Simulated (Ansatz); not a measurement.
Cd3Sn2Pb11

The calculation's input:

```
crystal:
  lattice:
    - [6.857661, -0.005951, -0.000586]
    - [-0.005951, 8.558055, 0.009054]
    - [-0.000586, 0.009054, 8.288576]
  atoms:
    - { symbol: Cd, position: [0.2508550702, 0.2476359754, 0.292501272] }
    - { symbol: Cd, position: [0.7501984805, 0.2465832993, 0.2871360022] }
    - { symbol: Cd, position: [0.2505526713, 0.7469016493, 0.7809125491] }
    - { symbol: Sn, position: [0.2506409964, 0.2535599622, 0.7037181227] }
    - { symbol: Sn, position: [0.7507598587, 0.75359069, 0.197835385] }
    - { symbol: Pb, position: [0.0017182032, 0.046006481, 0.0125791482] }
    - { symbol: Pb, position: [0.4955383722, 0.0450922637, 0.0099944196] }
    - { symbol: Pb, position: [0.0065722404, 0.453775219, 0.0182347284] }
    - { symbol: Pb, position: [0.9997976836, 0.968547574, 0.501266393] }
    - { symbol: Pb, position: [0.5004399734, 0.4528716375, 0.0195716314] }
    - { symbol: Pb, position: [0.4983683116, 0.9681575428, 0.5023712826] }
    - { symbol: Pb, position: [0.003326119, 0.5332074531, 0.4975709934] }
    - { symbol: Pb, position: [0.2509484179, 0.7528170673, 0.1981440215] }
    - { symbol: Pb, position: [0.5001037602, 0.533231964, 0.4971469344] }
    - { symbol: Pb, position: [0.7507109644, 0.2522623809, 0.7109280691] }
    - { symbol: Pb, position: [0.7513923222, 0.7473407391, 0.78947445] }
basis:
  ecutwfc: 420
kpoints:
  mp_grid: { grid: [4, 4, 5] }
hamiltonian:
  xc: pbe
scf:
  occupations: { method: gaussian, width: 0.1 }
  n_extra_bands: 8
output:
  forces: true
  stress: true
  eigenvalues: true
  populations: true
  dos:
    method: { smearing: { sigma: 0.1, scheme: gaussian } }
    projected: true
    de: 0.02
  write_density: true
  write_potential: true
  elf: true
  volumetric_format: npy
```

Command:

```sh
ansatz run input.yaml --threads 4 --pin off --max-ram 9216MiB --backend cpu --events-out ev --progress --plain --runs-dir out
```

Below, planes, directions and counts refer to the conventional cell (a = 6.86 Å, b = 8.29 Å, c = 8.56 Å, α = 89.88°, β = 89.91°, γ = 89.99°).

Space group P1; a generated structure, not necessarily the stable one.

All numbers below come from DFT PBE, scalar-relativistic, plane waves, PAW in Ansatz.

> Predict the valence pseudo-density and electron localisation function between the atoms.

Sn–Pb (3.39 Å): ρ at the midpoint is about 0.14 e/Å³; the ELF is about 0.30 at the midpoint (no shared electron pair shows on this line).

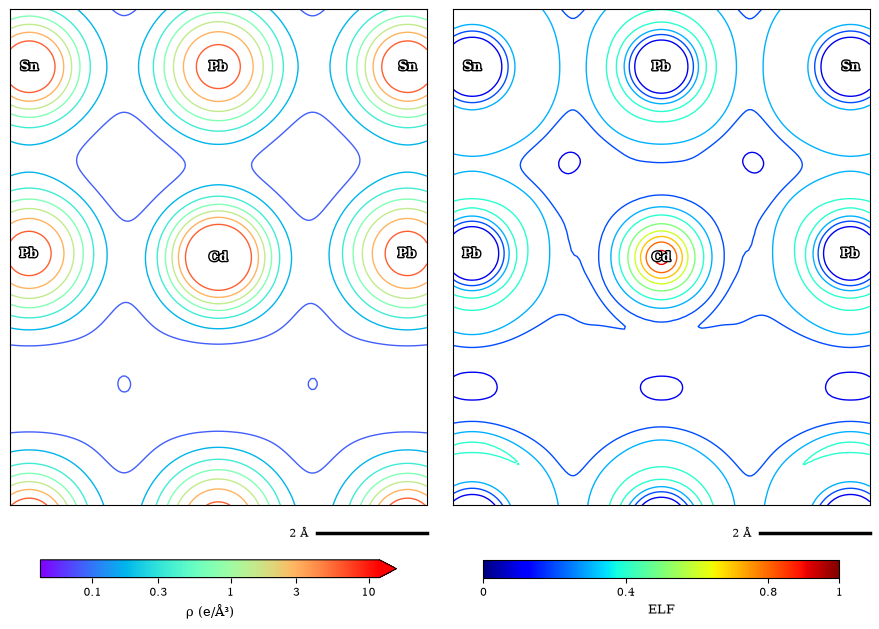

Computed valence pseudo-density and electron localisation function on the (001) plane of the conventional cell, in this order. 

Core electrons are frozen (PAW), and the valence fields are smoothed inside the atomic spheres.
